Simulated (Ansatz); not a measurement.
**r2SCAN/cc-pVDZ run of CH7NOSi (SMILES CO[SiH2]N)**

Aim: the vertical singlet–triplet gap of CH7NOSi at r2SCAN/cc-pVDZ, from 2 runs. 

The calculation is run with Ansatz 0.2.0.

123 further runs of the same task are left out: 123 set aside as unsound or not needed.

### 1 Starting point

CH7NOSi: 11 atoms, total charge 0, spin state singlet. As SMILES, `CO[SiH2]N`. The shape is that of a PBE0-D4/def2-TZVP optimisation. This is one conformer, not always the lowest.

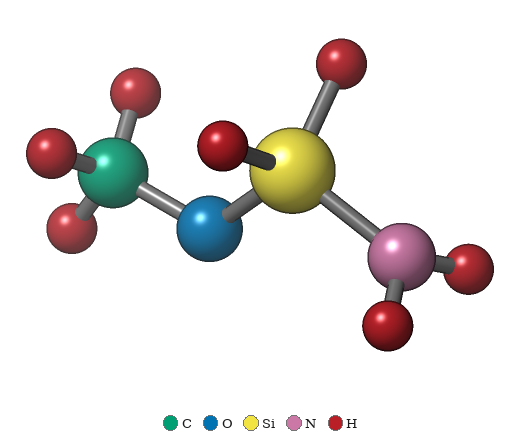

The structure, seen from a chosen angle (carbon teal, oxygen blue, silicon yellow, nitrogen pink, hydrogen red).

### 2 A single-point energy at r2SCAN/cc-pVDZ

Input file molecule.yaml:

```yaml
basis:
  gaussian:
    orbitals: cc-pVDZ
crystal:
  periodic: [false, false, false]
  atoms:
    - {symbol: C, position_ang: [-0.655300, 1.711900, 0.500200]}
    - {symbol: O, position_ang: [-0.610600, 0.508700, -0.227100]}
    - {symbol: Si, position_ang: [0.533800, -0.642700, 0.054300]}
    - {symbol: "N", position_ang: [0.344700, -2.006900, -0.943700]}
    - {symbol: H, position_ang: [0.258400, 2.302900, 0.362300]}
    - {symbol: H, position_ang: [-1.501500, 2.301200, 0.142400]}
    - {symbol: H, position_ang: [-0.790700, 1.531800, 1.573800]}
    - {symbol: H, position_ang: [0.421900, -1.079900, 1.472300]}
    - {symbol: H, position_ang: [1.874600, -0.055000, -0.212100]}
    - {symbol: H, position_ang: [-0.403400, -2.661100, -0.783300]}
    - {symbol: H, position_ang: [0.593600, -1.968000, -1.918400]}
hamiltonian:
  xc: {name: r2SCAN}
accuracy: high
output:
  orbitals: {seedname: orbitals}
```

The run is started by

```
ansatz run molecule.yaml --threads 1 --pin off --max-ram 3480MiB --events-out events.jsonl --progress --plain --runs-dir runs
```

Standard output:

```text
Warning: RAYON_NUM_THREADS=1 ignored (pool sized by the plan → 1); use --threads N
Functional definition: r2SCAN
  name "r2SCAN"
  parameter k0 = 0.174
  parameter k1 = 0.065
  parameter a1 = 4.9479
  exchange = r2scan_x(k0 = k0, k1 = k1, a1 = a1)
  correlation = r2scan_c
2294 factors; integrals over basis functions are off by at most 6.4e-9 eV
mean field evaluation 1: about -12554.1328 eV, gradient 6.9e1 eV
mean field evaluation 2: about -12537.4537 eV, gradient 1.1e2 eV
mean field evaluation 4: about -12563.6134 eV, gradient 6.9e0 eV
mean field evaluation 8: about -12563.6993 eV, gradient 6.6e-1 eV
mean field evaluation 16: about -12563.7003 eV, gradient 1.6e-5 eV
mean field -12563.70033135 eV, -461.7074711951 hartree, gradient 6.9e-8 eV, S^2 0.000000; 0 other end points of the search recorded, 0 dependent functions left out
reference -12563.70033220 eV, -461.7074712264 hartree; 21, 21 occupied and 74, 74 virtual orbitals, 2294 factors
Total energy: -12563.70033220 eV, -461.7074712264 hartree
```

Run time: 13 s. Hardware: 1 thread of Arm Neoverse V2, shared host; peak memory 0.32 GiB.

### 3 The triplet, same level

Input file input.yaml:

```yaml
basis:
  gaussian:
    orbitals: cc-pVDZ
crystal:
  periodic: [false, false, false]
  atoms:
    - {symbol: C, position_ang: [-0.655300, 1.711900, 0.500200]}
    - {symbol: O, position_ang: [-0.610600, 0.508700, -0.227100]}
    - {symbol: Si, position_ang: [0.533800, -0.642700, 0.054300]}
    - {symbol: N, position_ang: [0.344700, -2.006900, -0.943700]}
    - {symbol: H, position_ang: [0.258400, 2.302900, 0.362300]}
    - {symbol: H, position_ang: [-1.501500, 2.301200, 0.142400]}
    - {symbol: H, position_ang: [-0.790700, 1.531800, 1.573800]}
    - {symbol: H, position_ang: [0.421900, -1.079900, 1.472300]}
    - {symbol: H, position_ang: [1.874600, -0.055000, -0.212100]}
    - {symbol: H, position_ang: [-0.403400, -2.661100, -0.783300]}
    - {symbol: H, position_ang: [0.593600, -1.968000, -1.918400]}
total_charge: 0
magnetization:
  spin_polarized: true
  initial_magnetization: 2
hamiltonian:
  xc: r2scan
accuracy: high
output: {orbitals: {seedname: orbitals}}
```

The run is started by

```
ansatz run input.yaml --threads 1 --pin off --max-ram 3480MiB --events-out events.jsonl --progress --plain --runs-dir runs
```

Standard output, shortened:

```text
Warning: RAYON_NUM_THREADS=1 ignored (pool sized by the plan → 1); use --threads N
[... 7 set-up lines as earlier in the session ...]
2294 factors; integrals over basis functions are off by at most 6.4e-9 eV
mean field evaluation 1: about -12544.1136 eV, gradient 5.2e1 eV
mean field evaluation 2: about -12506.7364 eV, gradient 9.5e1 eV
mean field evaluation 4: about -12548.3361 eV, gradient 3.7e1 eV
mean field evaluation 8: about -12556.9884 eV, gradient 2.3e0 eV
mean field evaluation 16: about -12557.0139 eV, gradient 4.4e-3 eV
mean field evaluation 32: about -12557.0139 eV, gradient 8.4e-8 eV
mean field evaluation 64: about -12556.3793 eV, gradient 2.4e0 eV
mean field -12557.01389446 eV, -461.4617491715 hartree, gradient 8.4e-8 eV, S^2 2.004894; 6 other end points of the search recorded, 0 dependent functions left out
reference -12557.01389681 eV, -461.4617492581 hartree; 22, 20 occupied and 73, 75 virtual orbitals, 2294 factors
Total energy: -12557.01389681 eV, -461.4617492581 hartree
```

Wall time 44 s (1 thread of Arm Neoverse V2, shared host); peak memory 0.51 GiB.

### 4 Outcome

Level: r2SCAN/cc-pVDZ.

| quantity | value |
| --- | --- |
| singlet: total energy | -461.70747 Eh |
| singlet: HOMO energy | -6.34 eV |
| singlet: LUMO energy | 1.16 eV |
| singlet: HOMO–LUMO gap | 7.50 eV |
| triplet: total energy | -461.46175 Eh |
| triplet: HOMO energy (highest over α and β) | -0.97 eV |
| triplet: ⟨S²⟩ | 2.005 |
| vertical energy of the triplet above the singlet | 6.686 eV |

What this shows: At this shape the triplet lies 6.69 eV (154 kcal/mol) above the singlet.
